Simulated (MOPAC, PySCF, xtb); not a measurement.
Dissociation curve of SMILES CBr (CH3Br). The C1–Br5 bond (C1 also carries H, H, H; Br5 carries nothing else) is varied alone, starting from the PBE0/def2-TZVP optimised geometry.

```
5

C      0.0000     0.0000     0.0000
H     -0.8946    -0.5165    -0.3349
H      0.8946    -0.5165    -0.3349
H      0.0000     1.0330    -0.3349
Br     0.0000     0.0000     1.9327
```

Levels: PM6, restricted, heats of formation (MOPAC); UMP2/6-31G* = unrestricted MP2 (frozen core)/6-31G*, spherical d (PySCF); GFN1-xTB (xtb); UHF/def2-TZVP (PySCF); UKS-PBE = unrestricted PBE/def2-TZVP in PySCF.

Energies are in kJ/mol, each relative to the lowest point of its own curve near equilibrium.

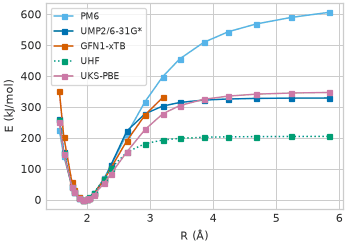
Figure. Energy against bond length for each method.

```csv
R / Å,PM6,UMP2/6-31G*,GFN1-xTB,UHF,UKS-PBE
1.56,225.6,262.0,351.9,258.7,249.6
1.63,141.3,154.5,203.7,151.9,148.1
1.76,43.6,42.5,55.9,41.0,41.8
1.80,26.0,24.3,32.5,23.2,24.4
1.87,6.7,5.6,8.1,5.1,6.1
1.93,0.0,0.0,0.0,0.0,0.0
2.00,1.5,2.4,1.3,3.1,1.3
2.03,4.8,5.8,4.6,6.8,4.0
2.11,19.7,19.9,19.3,21.8,15.9
2.27,68.6,62.5,65.1,66.4,52.8
2.38,110.6,112.3,102.8,101.6,83.2
2.63,211.5,221.4,189.7,153.1,154.0
2.92,316.8,277.6,273.7,180.7,226.7
3.20,397.6,302.3,330.3,192.6,277.2
3.47,454.9,314.0,—,198.1,303.9
3.85,508.4,321.8,—,201.4,324.1
4.24,542.8,325.3,—,202.9,334.7
4.68,567.9,327.1,—,203.6,340.9
5.24,589.2,328.1,—,204.1,344.6
5.84,605.6,328.5,—,204.3,346.4
```

At the longest distance, 5.84 Å, PM6 lies highest above its minimum (605.6 kJ/mol) and UHF lowest (204.3 kJ/mol).

Dashes: no converged value, or the column stops at the first point that the program doubted or that broke a chosen test of continuity, which isn't proof of a fault.

The restricted form behind PM6 keeps the bonding electrons paired and can't separate into open-shell fragments. The unrestricted determinant behind UMP2/6-31G*, UHF is spin-contaminated at 2.38 to 5.84 Å (<S²> up to 1.0, against 0.00 for a pure singlet). The unrestricted determinant behind UKS-PBE is spin-contaminated at 3.20 to 5.84 Å (<S²> up to 0.9, against 0.00 for a pure singlet).
